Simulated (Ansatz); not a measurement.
## Geometry relaxation of CH7AlGeO (part 1 of 2)

System: CH7AlGeO, SMILES C[O][AlH][GeH3].
Method: RKS PBE0-D4/def2-TZVP (Ansatz 0.2.0).

The geometry: PBE-D4/def2-SVP start. Figures and captions count atoms from 1; the log counts them from 0 in places.

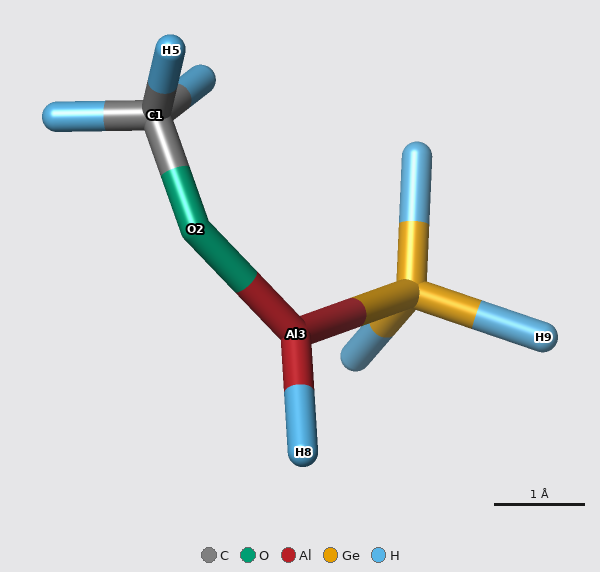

Fig. 1: The input geometry (stick view, seen at a tilt; atoms are numbered from 1 in the order of the input). Sticks mark near contacts.

Key numbers:

```csv
quantity,value
outcome,converged
total energy,−66301.9760 eV
mean-field energy,−66301.8084 eV
dispersion energy,−0.1676 eV
SCF solution under orbital rotations,stable
largest force (length of the vector) at the end,0.005 eV/Å
dipole moment,0.76 D
hardware,"4 threads of Arm Neoverse V1, 23 GiB of memory available, shared host"
wall time,95 s (CPU time 6 min)
peak memory,0.53 GiB
```

Input:
```yaml
crystal:
  periodic: [false, false, false]
  atoms:
    - {symbol: C, position_ang: [-0.344012, 1.810880, 1.020128]}
    - {symbol: O, position_ang: [0.331076, 0.654572, 1.436103]}
    - {symbol: Al, position_ang: [0.723472, -0.883788, 0.781983]}
    - {symbol: Ge, position_ang: [-0.008116, -1.455851, -1.521948]}
    - {symbol: H, position_ang: [0.326725, 2.697220, 1.083025]}
    - {symbol: H, position_ang: [-1.216940, 2.011839, 1.681372]}
    - {symbol: H, position_ang: [-0.721789, 1.747159, -0.028314]}
    - {symbol: H, position_ang: [1.541145, -1.824476, 1.775085]}
    - {symbol: H, position_ang: [1.069660, -2.262757, -2.301964]}
    - {symbol: H, position_ang: [-1.288412, -2.342932, -1.516100]}
    - {symbol: H, position_ang: [-0.347508, -0.208766, -2.388569]}
basis:
  gaussian: {orbitals: def2-TZVP}
hamiltonian: {xc: pbe0, dispersion: d4}
relax: {f_tol: 0.005, max_steps: 150}
```

Command:
```bash
ansatz run in.yaml --threads 4 --pin off --events-out ev --progress --plain --max-ram 10444MiB
```

The program's output:
```
Functional definition: PBE0
  name "PBE0"
  cite "Adamo & Barone, J. Chem. Phys. 110, 6158 (1999) doi:10.1063/1.478522"
  cite "Perdew, Burke & Ernzerhof, Phys. Rev. Lett. 77, 3865 (1996) doi:10.1103/PhysRevLett.77.3865"
  parent pbe
  parameter a = 0.25
  parameter kappa = 0.804
  parameter beta = 0.06672455060314922
  exchange = (1 - a)*pbe_x(kappa = kappa, mu = beta*pi^2/3) + a*exact_x
  correlation = pbe_c(beta = beta)
1319 factors; their error is unknown
mean field evaluation 1: about -66295.5288 eV, gradient 5.6e1 eV
mean field evaluation 2: about -66270.4034 eV, gradient 1.2e2 eV
mean field evaluation 4: about -66301.3969 eV, gradient 6.9e0 eV
mean field evaluation 8: about -66301.4862 eV, gradient 5.5e-2 eV
mean field evaluation 16: about -66301.7683 eV, gradient 3.1e-5 eV
mean field -66301.76833767 eV, -2436.5450454568 hartree, gradient 3.1e-5 eV, S^2 0.000000; 0 other end points of the search recorded, 0 dependent functions left out
the calculation of the forces begins
reference -66301.76837660 eV, -2436.5450468873 hartree; 33, 33 occupied and 156, 156 virtual orbitals, 1319 factors
relax step   1: F+E_penalty+E_count = -66301.93344345 eV  Δ(F+E_penalty+E_count) = +0.000e0 eV  max|allowed force component| = 6.624e-1 eV/Å  Δτ_max = 0.0000 Å  (27 SCF iters, accepted)
these checks for a lower state are left out or cut short: starts, cluster_reference, orbital_swaps, neighbouring_geometries, increment
1319 factors; their error is unknown
mean field -66301.80185974 eV, -2436.5462773702 hartree, gradient 1.7e-5 eV, S^2 0.000000; 0 other end points of the search recorded, 0 dependent functions left out
[... from here on the field's lines of each further geometry are left out, up to the last ...]
relax step   2: F+E_penalty+E_count = -66301.96832012 eV  Δ(F+E_penalty+E_count) = -3.488e-2 eV  max|allowed force component| = 4.339e-1 eV/Å  Δτ_max = 0.0339 Å  (31 SCF iters, accepted)
relax step   3: F+E_penalty+E_count = -66301.97480537 eV  Δ(F+E_penalty+E_count) = -6.485e-3 eV  max|allowed force component| = 4.934e-2 eV/Å  Δτ_max = 0.0305 Å  (31 SCF iters, accepted)
relax step   4: F+E_penalty+E_count = -66301.97494044 eV  Δ(F+E_penalty+E_count) = -1.351e-4 eV  max|allowed force component| = 2.601e-2 eV/Å  Δτ_max = 0.0103 Å  (32 SCF iters, accepted)
relax step   5: F+E_penalty+E_count = -66301.97521135 eV  Δ(F+E_penalty+E_count) = -2.709e-4 eV  max|allowed force component| = 3.068e-2 eV/Å  Δτ_max = 0.0171 Å  (31 SCF iters, accepted)
relax step   6: F+E_penalty+E_count = -66301.97529712 eV  Δ(F+E_penalty+E_count) = -8.577e-5 eV  max|allowed force component| = 3.253e-3 eV/Å  Δτ_max = 0.0121 Å  (32 SCF iters, accepted)
relax step   7: F+E_penalty+E_count = -66301.97533712 eV  Δ(F+E_penalty+E_count) = -4.000e-5 eV  max|allowed force component| = 4.431e-3 eV/Å  Δτ_max = 0.0166 Å  (31 SCF iters, accepted)
relax step   8: F+E_penalty+E_count = -66301.97534638 eV  Δ(F+E_penalty+E_count) = -9.259e-6 eV  max|allowed force component| = 8.801e-3 eV/Å  Δτ_max = 0.0086 Å  (32 SCF iters, accepted)
relax step   9: F+E_penalty+E_count = -66301.97537758 eV  Δ(F+E_penalty+E_count) = -3.120e-5 eV  max|allowed force component| = 6.458e-3 eV/Å  Δτ_max = 0.0132 Å  (32 SCF iters, accepted)
relax step  10: F+E_penalty+E_count = -66301.97542685 eV  Δ(F+E_penalty+E_count) = -4.927e-5 eV  max|allowed force component| = 2.249e-2 eV/Å  Δτ_max = 0.0628 Å  (30 SCF iters, accepted)
relax step  11: F+E_penalty+E_count = -66301.97549710 eV  Δ(F+E_penalty+E_count) = -7.025e-5 eV  max|allowed force component| = 1.873e-2 eV/Å  Δτ_max = 0.0090 Å  (32 SCF iters, accepted)
relax step  12: F+E_penalty+E_count = -66301.97554080 eV  Δ(F+E_penalty+E_count) = -4.370e-5 eV  max|allowed force component| = 1.454e-2 eV/Å  Δτ_max = 0.0055 Å  (33 SCF iters, accepted)
relax step  13: F+E_penalty+E_count = -66301.97554727 eV  Δ(F+E_penalty+E_count) = -6.474e-6 eV  max|allowed force component| = 1.158e-2 eV/Å  Δτ_max = 0.0022 Å  (22 SCF iters, accepted)
relax step  14: F+E_penalty+E_count = -66301.97561466 eV  Δ(F+E_penalty+E_count) = -6.738e-5 eV  max|allowed force component| = 7.826e-3 eV/Å  Δτ_max = 0.0270 Å  (31 SCF iters, accepted)
relax step  15: F+E_penalty+E_count = -66301.97562257 eV  Δ(F+E_penalty+E_count) = -7.915e-6 eV  max|allowed force component| = 3.077e-2 eV/Å  Δτ_max = 0.0697 Å  (30 SCF iters, accepted)
relax step  16: F+E_penalty+E_count = -66301.97570597 eV  Δ(F+E_penalty+E_count) = -8.340e-5 eV  max|allowed force component| = 1.413e-2 eV/Å  Δτ_max = 0.0155 Å  (32 SCF iters, accepted)
relax step  17: F+E_penalty+E_count = -66301.97574210 eV  Δ(F+E_penalty+E_count) = -3.613e-5 eV  max|allowed force component| = 8.143e-3 eV/Å  Δτ_max = 0.0091 Å  (32 SCF iters, accepted)
relax step  18: F+E_penalty+E_count = -66301.97579280 eV  Δ(F+E_penalty+E_count) = -5.070e-5 eV  max|allowed force component| = 6.622e-3 eV/Å  Δτ_max = 0.0321 Å  (31 SCF iters, accepted)
relax step  19: F+E_penalty+E_count = -66301.97575975 eV  Δ(F+E_penalty+E_count) = +3.305e-5 eV  max|allowed force component| = 2.917e-2 eV/Å  Δτ_max = 0.0821 Å  (30 SCF iters, rejected (line search))
relax step  20: F+E_penalty+E_count = -66301.97584345 eV  Δ(F+E_penalty+E_count) = -5.065e-5 eV  max|allowed force component| = 1.018e-2 eV/Å  Δτ_max = 0.0400 Å  (31 SCF iters, accepted)
relax step  21: F+E_penalty+E_count = -66301.97584588 eV  Δ(F+E_penalty+E_count) = -2.432e-6 eV  max|allowed force component| = 1.623e-2 eV/Å  Δτ_max = 0.0413 Å  (31 SCF iters, accepted)
relax step  22: F+E_penalty+E_count = -66301.97587713 eV  Δ(F+E_penalty+E_count) = -3.124e-5 eV  max|allowed force component| = 9.689e-3 eV/Å  Δτ_max = 0.0057 Å  (33 SCF iters, accepted)
relax step  23: F+E_penalty+E_count = -66301.97589266 eV  Δ(F+E_penalty+E_count) = -1.553e-5 eV  max|allowed force component| = 7.567e-3 eV/Å  Δτ_max = 0.0032 Å  (23 SCF iters, accepted)
relax step  24: F+E_penalty+E_count = -66301.97591460 eV  Δ(F+E_penalty+E_count) = -2.194e-5 eV  max|allowed force component| = 2.474e-3 eV/Å  Δτ_max = 0.0050 Å  (32 SCF iters, accepted)
relax step  25: F+E_penalty+E_count = -66301.97592984 eV  Δ(F+E_penalty+E_count) = -1.524e-5 eV  max|allowed force component| = 5.760e-3 eV/Å  Δτ_max = 0.0238 Å  (31 SCF iters, accepted)
relax step  26: F+E_penalty+E_count = -66301.97594304 eV  Δ(F+E_penalty+E_count) = -1.320e-5 eV  max|allowed force component| = 6.985e-3 eV/Å  Δτ_max = 0.0229 Å  (31 SCF iters, accepted)
the calculation of the forces begins
reference -66301.80837137 eV, -2436.5465166680 hartree; 33, 33 occupied and 156, 156 virtual orbitals, 1319 factors
relax step  27: F+E_penalty+E_count = -66301.97595015 eV  Δ(F+E_penalty+E_count) = -7.108e-6 eV  max|allowed force component| = 4.970e-3 eV/Å  Δτ_max = 0.0076 Å  (32 SCF iters, accepted)
```

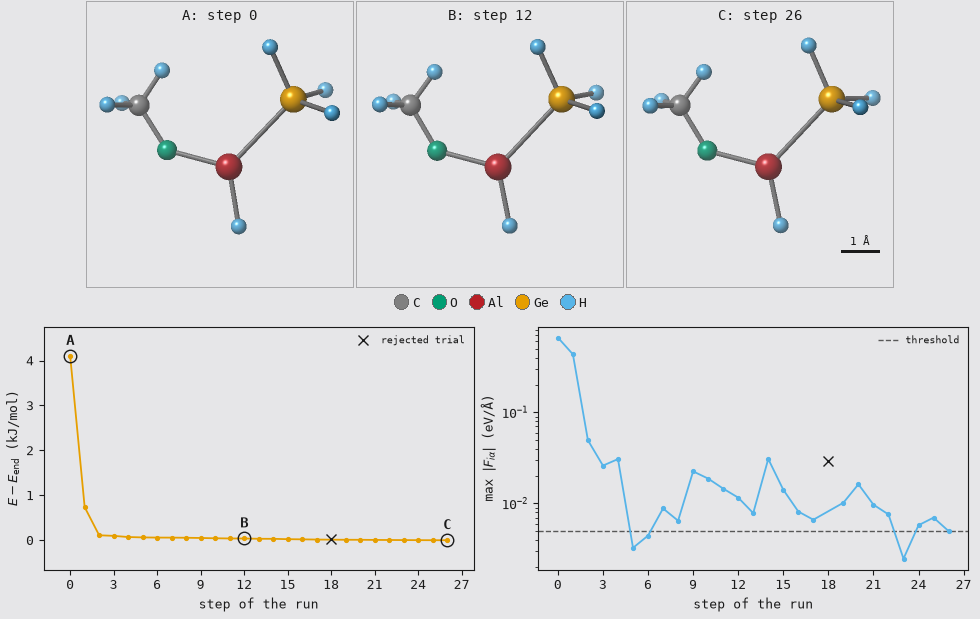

Fig. 2: Frames of the relaxation (ball-and-stick view, seen at a tilt) above the curves, on which the letters mark them (the first geometry is step 0 here and step 1 in the log).

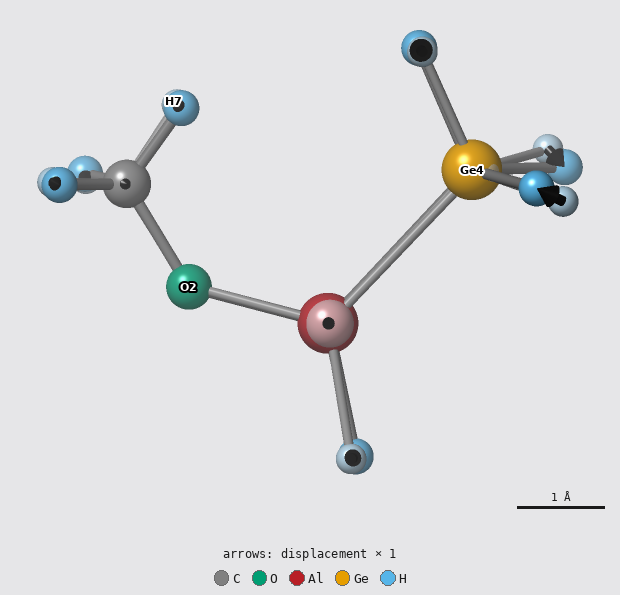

Fig. 3: Start (faint) and end (solid) with the displacements as black arrows, at true length (ball-and-stick view, seen at a tilt). The two geometries are laid on each other by the best rigid fit. H9 moves most after the best rigid fit: 0.38 Å. By element the largest moves are H 0.38 Å, Al 0.10 Å, C 0.08 Å, Ge 0.06 Å, O 0.03 Å. Among the contacts that change: O2–Al3 1.717 → 1.686 Å, C1–H7 1.116 → 1.098 Å, C1–H5 1.113 → 1.095 Å, Ge4–H10 1.558 → 1.543 Å. Over 26 geometry steps the energy falls by 4.10 kJ/mol. The largest force component goes from 0.66 to 0.005 eV/Å. The line search rejected the trial step at point 18 (counted from 0) and went back. (Atoms are counted from 1 in the order of the input.)

```
1319 factors; their error is unknown
mean field -66301.80833298 eV, -2436.5465152574 hartree, gradient 4.7e-5 eV, S^2 0.000000; 1 other end points of the search recorded, 0 dependent functions left out
the calculation of the forces begins
reference -66301.80837137 eV, -2436.5465166680 hartree; 33, 33 occupied and 156, 156 virtual orbitals, 1319 factors
Total energy: -66301.97598853 eV, -2436.5526764851 hartree
Atom 0 at    -0.279026     1.807253     0.969097 Å, force    -0.000198    -0.000347    -0.000044 eV/Å
Atom 1 at     0.317164     0.640744     1.454580 Å, force     0.000385    -0.000498     0.000084 eV/Å
Atom 2 at     0.634340    -0.894762     0.835428 Å, force    -0.001283     0.002231    -0.000617 eV/Å
Atom 3 at    -0.042268    -1.426466    -1.487557 Å, force    -0.000598    -0.002102    -0.004970 eV/Å
Atom 4 at     0.433444     2.637488     1.009718 Å, force    -0.000602    -0.001067     0.000277 eV/Å
Atom 5 at    -1.141350     2.073816     1.588746 Å, force     0.001614    -0.000672    -0.000819 eV/Å
Atom 6 at    -0.623343     1.704196    -0.067923 Å, force    -0.000539     0.001260     0.000416 eV/Å
Atom 7 at     1.357660    -1.897318     1.819641 Å, force     0.000451    -0.000292     0.001653 eV/Å
Atom 8 at     1.157568    -1.891749    -2.338426 Å, force    -0.004132     0.001577     0.002043 eV/Å
Atom 9 at    -1.071041    -2.575519    -1.531494 Å, force     0.003323     0.004290    -0.000336 eV/Å
Atom 10 at    -0.677848    -0.234583    -2.231009 Å, force     0.001578    -0.004379     0.002312 eV/Å
Dipole moment:    -0.063997     0.139096    -0.040825 e Å
```

Trajectory as extended XYZ (Å, eV, eV/Å), 19 of the 27 frames kept, from step=1 to step=27:
```
11
Properties=species:S:1:pos:R:3:forces:R:3 step=1 energy=-66301.93344
C    -0.3440    1.8109    1.0201   -0.1890   0.3071  -0.1264
O     0.3311    0.6546    1.4361    0.0169  -0.3875  -0.3661
Al    0.7235   -0.8838    0.7820   -0.1336   0.6624   0.3762
Ge   -0.0081   -1.4559   -1.5219   -0.0759  -0.0539  -0.2119
H     0.3267    2.6972    1.0830   -0.2914  -0.4988  -0.0266
H    -1.2169    2.0118    1.6814    0.4537  -0.1645  -0.3167
H    -0.7218    1.7472   -0.0283    0.2175  -0.0263   0.5310
H     1.5411   -1.8245    1.7751   -0.0969   0.0863  -0.1446
H     1.0697   -2.2628   -2.3020   -0.1500   0.1217   0.1254
H    -1.2884   -2.3429   -1.5161    0.1930   0.1326   0.0154
H    -0.3475   -0.2088   -2.3886    0.0557  -0.1790   0.1443
11
Properties=species:S:1:pos:R:3:forces:R:3 step=2 energy=-66301.96832
C    -0.3438    1.7977    1.0069   -0.0822   0.1275  -0.0649
O     0.3305    0.6522    1.4327    0.0933  -0.3751  -0.1603
Al    0.7179   -0.8737    0.7839   -0.0911   0.4339   0.2189
Ge   -0.0106   -1.4395   -1.5111   -0.0156  -0.0050  -0.0401
H     0.3221    2.6718    1.0637   -0.0984  -0.1446  -0.0096
H    -1.2086    1.9930    1.6588    0.1374  -0.0392  -0.1012
H    -0.7114    1.7181   -0.0303    0.0646  -0.0043   0.1611
H     1.5304   -1.8220    1.7540   -0.0113  -0.0001  -0.0219
H     1.0636   -2.2379   -2.2797   -0.0231   0.0168   0.0127
H    -1.2796   -2.3200   -1.4959    0.0242   0.0172  -0.0066
H    -0.3451   -0.1966   -2.3622    0.0021  -0.0271   0.0119
11
Properties=species:S:1:pos:R:3:forces:R:3 step=4 energy=-66301.97494
C    -0.3426    1.7866    0.9973   -0.0167   0.0187  -0.0181
O     0.3344    0.6482    1.4372    0.0066  -0.0032   0.0260
Al    0.7156   -0.8627    0.7985    0.0248  -0.0254  -0.0133
Ge   -0.0116   -1.4260   -1.5017   -0.0042   0.0068   0.0051
H     0.3181    2.6580    1.0451    0.0046   0.0032   0.0004
H    -1.2053    1.9837    1.6417   -0.0038   0.0011   0.0039
H    -0.7037    1.6902   -0.0346   -0.0003  -0.0015  -0.0053
H     1.5287   -1.8245    1.7528   -0.0027  -0.0029   0.0064
H     1.0588   -2.2205   -2.2766   -0.0003   0.0040   0.0066
H    -1.2787   -2.3066   -1.4896   -0.0021   0.0007  -0.0059
H    -0.3484   -0.1833   -2.3494   -0.0061  -0.0015  -0.0058
```
